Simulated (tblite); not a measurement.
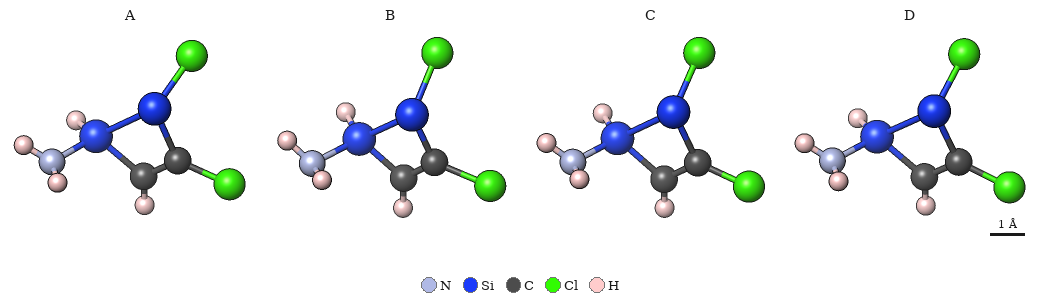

4 geometries from one relaxation of C2H4Cl2NSi2 (multiplicity 2), in shuffled order. The picture is a ball-and-stick view, seen face on.

Method: GFN2-xTB geometry optimisation, gas phase (tblite). 

> Order the frames from highest to lowest energy.

B, C, D, A. They are steps 0, 6, 14, 45, at +127.6 kJ/mol, +12.9 kJ/mol, +3.18 kJ/mol relative to the last. The energy falls by 127.6 kJ/mol in 45 geometry steps. The atom that moves furthest after the best rigid fit is a Cl atom (0.45 Å). Largest moves by element: Cl 0.45 Å, H 0.39 Å, Si 0.23 Å, C 0.11 Å, N 0.06 Å. Among the contacts that change: Si–Si 2.132 → 2.365 Å, C–Si 1.774 → 1.931 Å, C–Cl 1.840 → 1.724 Å, C–Si 1.811 → 1.895 Å. Among the angles between lasting bonds that change: Si–Si–H 118.0° → 132.2°, C–Si–Cl 117.5° → 106.7°, Si–N–H 110.1° → 119.8°. The run took 0.33 s on 1 thread of Arm Neoverse V2 (shared host).
